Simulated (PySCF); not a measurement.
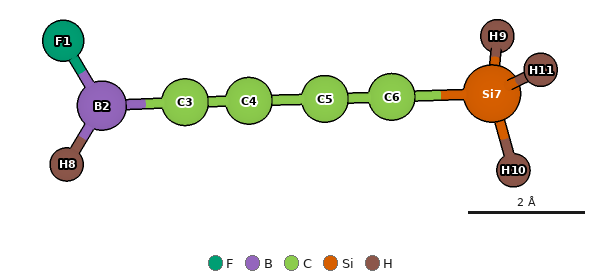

*The structure as given in the input (ball-and-stick view, seen at a tilt; atoms are numbered from 1 in the order of the input).*

Bond lengths as drawn: B–C 1.52 Å, B–F 1.34 Å, B–H 1.19 Å, C–C 1.16 to 1.39 Å, C–Si 1.83 Å and H–Si 1.46 to 1.48 Å.

**C4H4BFSi: geometry relaxation**

System: C4H4BFSi.
Method: PBE0-D3(BJ)/def2-SVP geometry optimisation, gas phase (PySCF 2.14.0).

**What the program printed**
```
step   0  E = -568.20671398  max force = 0.157066
step   1  E = -568.21581832  max force = 0.026302
step   2  E = -568.21624622  max force = 0.005913
step   3  E = -568.21642234  max force = 0.003069
step   4  E = -568.21651488  max force = 0.003550
step   5  E = -568.21657006  max force = 0.001152
step   6  E = -568.21662101  max force = 0.000874
step   7  E = -568.21663393  max force = 0.000775
step   8  E = -568.21663851  max force = 0.000286
optimisation converged
```

**Trajectory as extended XYZ (Å, eV, eV/Å), 9 frames, from step=0 to step=8**
```
11
Properties=species:S:1:pos:R:3:forces:R:3 step=0 energy=-15461.69223
F     4.4022   -0.0590    1.5348   -0.5171   0.1915  -0.6174
B     3.7868    0.2999    0.3973    0.5498  -0.3022   0.8528
C     2.2844    0.1432    0.2463    7.0799   0.6813   0.9583
C     1.1337    0.0275    0.1101   -8.0767  -0.8373  -1.0065
C    -0.2397   -0.1156   -0.0512    1.8022   0.2412   0.2431
C    -1.4429   -0.2243   -0.1774   -0.7685  -0.1182  -0.1106
Si   -3.2551   -0.4150   -0.3764    0.4001   0.1979   0.3800
H     4.4911    0.7287   -0.4663    0.0930   0.1456  -0.2984
H    -3.6187   -1.7728    0.0382   -0.1721  -0.4551   0.0787
H    -3.5898   -0.1707   -1.7739   -0.2212   0.0744  -0.6023
H    -3.9139    0.5720    0.5028   -0.1694   0.1809   0.1224
11
Properties=species:S:1:pos:R:3:forces:R:3 step=1 energy=-15461.93997
F     4.3327    0.2628    1.6626    0.1552  -0.1105   0.1670
B     3.8245    0.3572    0.4516   -0.0265   0.3643  -0.0804
C     2.3463    0.0810    0.2494   -1.3138  -0.1747  -0.1556
C     1.1230   -0.0474    0.0933    1.3525   0.1191   0.1339
C    -0.2196   -0.1782   -0.0680   -0.3274  -0.0486  -0.0400
C    -1.4348   -0.2897   -0.2069    0.1319   0.0248   0.0134
Si   -3.2518   -0.4484   -0.4011   -0.0659  -0.0369  -0.0528
H     4.5317    0.7585   -0.4412    0.0344  -0.1463  -0.0301
H    -3.6572   -1.8304   -0.0156    0.0108  -0.0009   0.0094
H    -3.6284   -0.1955   -1.8229    0.0297   0.0028   0.0239
H    -3.9261    0.5443    0.4826    0.0192   0.0071   0.0113
11
Properties=species:S:1:pos:R:3:forces:R:3 step=2 energy=-15461.95162
F     4.3793    0.2655    1.6550   -0.1277   0.0142   0.0561
B     3.8107    0.4028    0.4709    0.1612  -0.1822  -0.1922
C     2.3325    0.0962    0.2661   -0.2723   0.0928   0.1694
C     1.1219   -0.0505    0.1032    0.3041   0.0398   0.0082
C    -0.2233   -0.1924   -0.0657   -0.0670  -0.0238  -0.0165
C    -1.4366   -0.3044   -0.2093    0.0535   0.0086   0.0040
Si   -3.2540   -0.4564   -0.4092   -0.0311  -0.0240  -0.0147
H     4.5141    0.7470   -0.4481   -0.0301   0.0666  -0.0188
H    -3.6654   -1.8363   -0.0232   -0.0001   0.0032   0.0031
H    -3.6193   -0.1990   -1.8314    0.0053   0.0044   0.0008
H    -3.9196    0.5418    0.4755    0.0042   0.0003   0.0007
11
Properties=species:S:1:pos:R:3:forces:R:3 step=3 energy=-15461.95641
F     4.3476    0.2474    1.6579    0.0773   0.0533  -0.0293
B     3.8162    0.3958    0.4569   -0.0479  -0.1578   0.0499
C     2.3292    0.1153    0.2752    0.1082   0.1409   0.0018
C     1.1217   -0.0259    0.1159   -0.1542  -0.0398  -0.0544
C    -0.2244   -0.1738   -0.0558    0.0362  -0.0024   0.0117
C    -1.4357   -0.2949   -0.2040   -0.0018  -0.0033  -0.0052
Si   -3.2516   -0.4638   -0.4126    0.0043  -0.0047   0.0053
H     4.5274    0.7373   -0.4577   -0.0144   0.0168   0.0354
H    -3.6534   -1.8462   -0.0260   -0.0011   0.0013  -0.0037
H    -3.6105   -0.2074   -1.8360   -0.0024  -0.0012  -0.0080
H    -3.9263    0.5305    0.4698   -0.0041  -0.0030  -0.0034
11
Properties=species:S:1:pos:R:3:forces:R:3 step=4 energy=-15461.95893
F     4.3781    0.2428    1.6532   -0.0224  -0.0460  -0.0379
B     3.8187    0.3738    0.4629   -0.0177   0.1079   0.0322
C     2.3234    0.1316    0.2935    0.1825   0.0474   0.0811
C     1.1155   -0.0001    0.1319   -0.1806  -0.0653  -0.0623
C    -0.2295   -0.1514   -0.0457    0.0443   0.0137   0.0132
C    -1.4387   -0.2818   -0.2012   -0.0222  -0.0061  -0.0061
Si   -3.2519   -0.4698   -0.4220    0.0098   0.0087   0.0082
H     4.5140    0.7234   -0.4599    0.0102  -0.0521  -0.0160
H    -3.6429   -1.8555   -0.0361    0.0012  -0.0009  -0.0052
H    -3.6042   -0.2169   -1.8478   -0.0005  -0.0047  -0.0049
H    -3.9423    0.5183    0.4551   -0.0047  -0.0026  -0.0022
11
Properties=species:S:1:pos:R:3:forces:R:3 step=5 energy=-15461.96043
F     4.3824    0.2351    1.6532   -0.0117  -0.0205  -0.0086
B     3.8174    0.3791    0.4677    0.0098   0.0233  -0.0027
C     2.3218    0.1415    0.3025    0.0517   0.0520   0.0592
C     1.1135    0.0066    0.1376   -0.0578  -0.0438  -0.0396
C    -0.2303   -0.1469   -0.0426    0.0150   0.0086   0.0089
C    -1.4390   -0.2797   -0.2011   -0.0148  -0.0017  -0.0030
Si   -3.2512   -0.4715   -0.4264    0.0057   0.0045   0.0024
H     4.5132    0.7144   -0.4601    0.0033  -0.0169  -0.0099
H    -3.6395   -1.8582   -0.0418    0.0003  -0.0017  -0.0033
H    -3.6003   -0.2206   -1.8536    0.0003  -0.0027  -0.0015
H    -3.9477    0.5144    0.4483   -0.0020  -0.0011  -0.0018
11
Properties=species:S:1:pos:R:3:forces:R:3 step=6 energy=-15461.96182
F     4.3970    0.2110    1.6495    0.0056   0.0032   0.0045
B     3.8172    0.3778    0.4747    0.0144  -0.0435  -0.0172
C     2.3155    0.1702    0.3297   -0.0449   0.0383   0.0147
C     1.1073    0.0336    0.1590    0.0351  -0.0232  -0.0118
C    -0.2347   -0.1253   -0.0282   -0.0076   0.0056   0.0053
C    -1.4413   -0.2671   -0.1963   -0.0023   0.0048   0.0036
Si   -3.2492   -0.4767   -0.4389    0.0020   0.0004  -0.0008
H     4.5077    0.6876   -0.4659   -0.0022   0.0143   0.0013
H    -3.6265   -1.8673   -0.0574   -0.0006  -0.0012  -0.0008
H    -3.5864   -0.2316   -1.8700    0.0000  -0.0001   0.0012
H    -3.9663    0.5018    0.4275    0.0005   0.0013  -0.0001
11
Properties=species:S:1:pos:R:3:forces:R:3 step=7 energy=-15461.96217
F     4.4102    0.1946    1.6405    0.0033   0.0009  -0.0003
B     3.8179    0.3709    0.4735    0.0096  -0.0306  -0.0148
C     2.3119    0.1840    0.3443   -0.0399   0.0170   0.0018
C     1.1036    0.0480    0.1731    0.0377  -0.0139  -0.0015
C    -0.2380   -0.1118   -0.0158   -0.0097   0.0034   0.0016
C    -1.4434   -0.2575   -0.1892    0.0013   0.0062   0.0072
Si   -3.2484   -0.4774   -0.4434    0.0002  -0.0009  -0.0004
H     4.5011    0.6719   -0.4753   -0.0023   0.0145   0.0014
H    -3.6200   -1.8701   -0.0639   -0.0006   0.0003   0.0010
H    -3.5770   -0.2356   -1.8771   -0.0004   0.0011   0.0025
H    -3.9777    0.4972    0.4170    0.0010   0.0019   0.0015
11
Properties=species:S:1:pos:R:3:forces:R:3 step=8 energy=-15461.96229
F     4.4284    0.1751    1.6196   -0.0022  -0.0066  -0.0106
B     3.8198    0.3601    0.4625    0.0015   0.0007  -0.0061
C     2.3096    0.1924    0.3542   -0.0087  -0.0091  -0.0071
C     1.1008    0.0573    0.1873    0.0147  -0.0012   0.0060
C    -0.2415   -0.1006    0.0008   -0.0030  -0.0007  -0.0037
C    -1.4463   -0.2476   -0.1756    0.0023   0.0054   0.0106
Si   -3.2487   -0.4743   -0.4413   -0.0018  -0.0019   0.0010
H     4.4916    0.6577   -0.4954   -0.0020   0.0074  -0.0014
H    -3.6173   -1.8684   -0.0635   -0.0005   0.0017   0.0036
H    -3.5677   -0.2355   -1.8777   -0.0011   0.0021   0.0037
H    -3.9883    0.4981    0.4127    0.0009   0.0023   0.0039
```

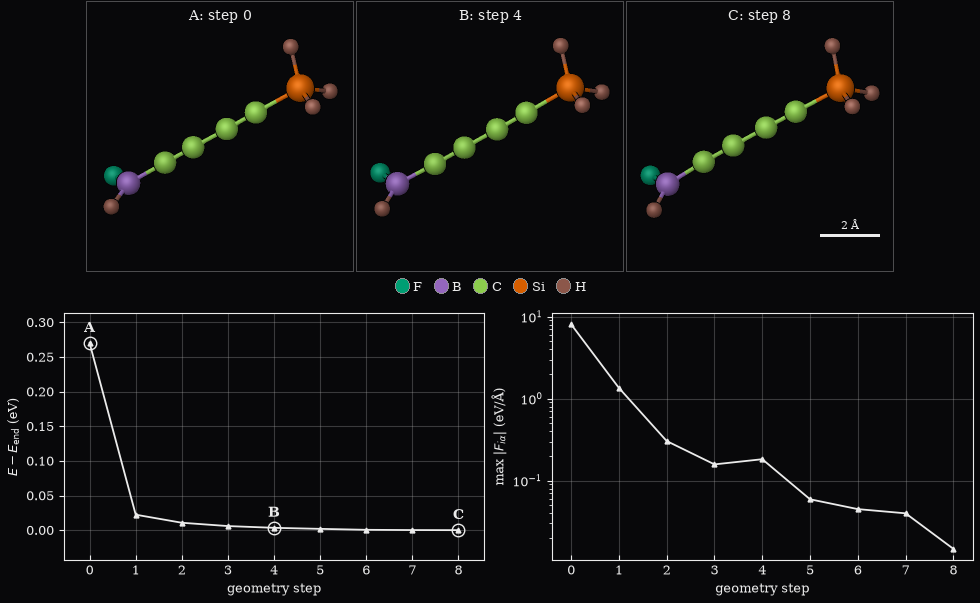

*Frames of the relaxation (ball-and-stick view, seen at a tilt) above the curves, on which the letters mark them (steps are counted from 0).*

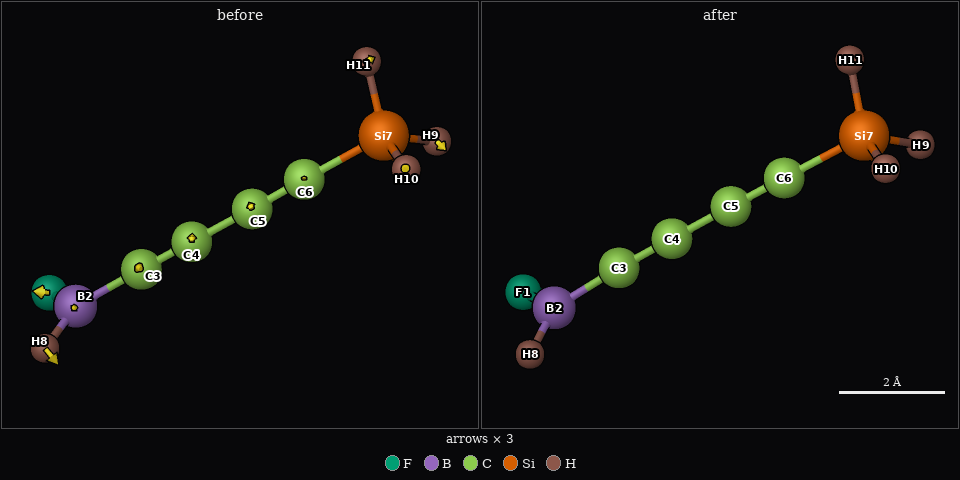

*Before (left) and after (right) the relaxation, at one scale (ball-and-stick view, seen at a tilt). The yellow arrows give the displacements, magnified 3 times.*

The energy falls by 0.270 eV in 8 geometry steps. Largest force component: 8.1 eV/Å at the start, 0.015 eV/Å at the end. The atom that moves furthest after the best rigid fit is H8 (0.15 Å). Largest moves by element: H 0.15 Å, F 0.13 Å, C 0.08 Å, B 0.05 Å, Si 0.01 Å. Among the contacts that change: C3–C4 1.164 → 1.228 Å, Si7–H10 1.458 → 1.491 Å, C4–C5 1.390 → 1.364 Å, Si7–H9 1.465 → 1.491 Å. Among the angles that change: B2–C3–C4 179.0° → 176.3°, F1–B2–H8 116.0° → 118.3°. (Atoms are counted from 1 in the order of the input.)

This output came from the following input.

**Input file**
```
{"job": {"xc": "PBE0", "basis": "def2-SVP", "d3": "d3bj", "grid": 1, "shake": 0.01, "kind": "geom"}, "charge": 0, "multiplicity": 1}
F      4.402170    -0.058970     1.534790
B      3.786810     0.299950     0.397350
C      2.284400     0.143200     0.246330
C      1.133730     0.027510     0.110100
C     -0.239670    -0.115600    -0.051160
C     -1.442940    -0.224260    -0.177390
Si    -3.255090    -0.415050    -0.376410
H      4.491050     0.728720    -0.466320
H     -3.618730    -1.772760     0.038170
H     -3.589780    -0.170690    -1.773920
H     -3.913850     0.572030     0.502810
```

The first line tells a small driver script what to run in PySCF; the rest is the geometry in Å.

Command:
```bash
OMP_NUM_THREADS=1 python <driver script> task.json out
```

**Key numbers**

| quantity | value |
| --- | --- |
| outcome | converged |
| total energy | −568.216639 hartree |
| dipole moment | 1.83 D |
| point group | C1 |
| hardware | 1 CPU thread, shared host |
| wall time | 51 s |
| peak memory | 0.49 GiB |
